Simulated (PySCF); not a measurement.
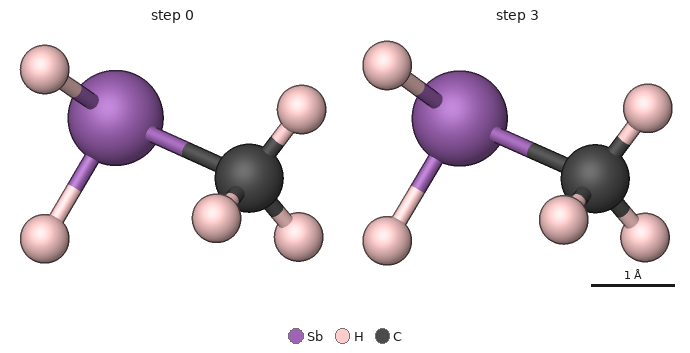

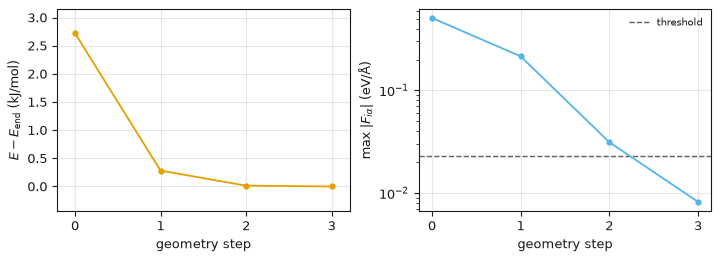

First and last geometry of a relaxation of CH₅Sb, with the history of the run. A ball-and-stick model, seen from a free direction.

The start comes from GFN2-xTB.

All numbers below come from PBE0-D3(BJ)/def2-SVP geometry optimisation, gas phase in PySCF. 

Question: Did the run converge, and what did it change?

Answer: It converged. The largest move after the best rigid fit is that of an H atom, 0.057 Å. Largest moves by element: H 0.057 Å, C 0.018 Å, Sb 0.016 Å. Among the contacts that change: H–Sb 1.697 → 1.718 Å, C–Sb 2.158 → 2.177 Å, C–H 1.084 → 1.099 Å. Among the angles between lasting bonds that change: H–Sb–H 88.5° → 90.9°. Over 3 geometry steps the energy falls by 2.72 kJ/mol. Largest force component: 0.51 eV/Å at the start, 0.0082 eV/Å at the end.

```csv
step,"E − E(0), kJ/mol","largest force component, eV/Å"
0,0.00,0.5083
1,-2.44,0.2149
2,-2.71,0.0313
3,-2.72,0.0082
```
